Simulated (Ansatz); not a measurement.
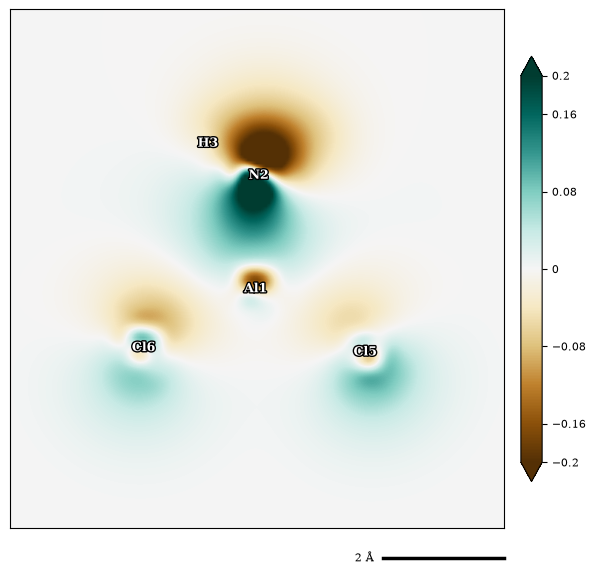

*AlCl2H2N···HF. The HOMO on the plane of atoms N2, Al1 and Cl6 (values in Å⁻³ᐟ²; the overall sign is arbitrary).*

Not at a stationary point (largest force 1.7 eV/Å).

These are results of Ansatz, RKS PBE0-D4/def2-SVP, not measurements.

Input

```
crystal:
  periodic: [false, false, false]
  atoms:
    - { symbol: Al, position_ang: [0.0, 0.0, 0.0] }
    - { symbol: "N", position_ang: [0.0, 0.0, 2.27] }
    - { symbol: H, position_ang: [-0.877, -0.2713, 2.8] }
    - { symbol: H, position_ang: [0.877, 0.2713, 2.8] }
    - { symbol: Cl, position_ang: [1.9312, 0.0, -1.115] }
    - { symbol: Cl, position_ang: [-1.9312, 0.0, -1.115] }
    - { symbol: F, position_ang: [-0.579, 1.7975, 0.6275] }
    - { symbol: H, position_ang: [-0.3911, 1.2142, 1.7547] }
basis:
  gaussian: { orbitals: def2-SVP }
hamiltonian:
  xc: pbe0
  dispersion: d4
relax:
  f_tol: 0.15
  max_steps: 25
  restrain:
    - { distance: [0, 6], at: 2.89, k: 30.0 }
    - { distance: [7, 1], at: 2.26, k: 30.0 }
    - { distance: [0, 1], at: 1.92, k: 30.0 }
    - { distance: [7, 6], at: 0.92, k: 30.0 }
output:
  orbitals: {}
```

Command:

```sh
ansatz run input.yaml --threads 2 --pin off --max-ram 3072MiB --backend cpu --events-out ev --progress --plain --runs-dir out
```

The fields are those of the run's last geometry, not of the input's.

What is the character of this orbital?

Answer. By Hirshfeld shares it lies mainly on N2 (about 70 %); largely a lone pair of N2. Its energy is −8.08 eV.
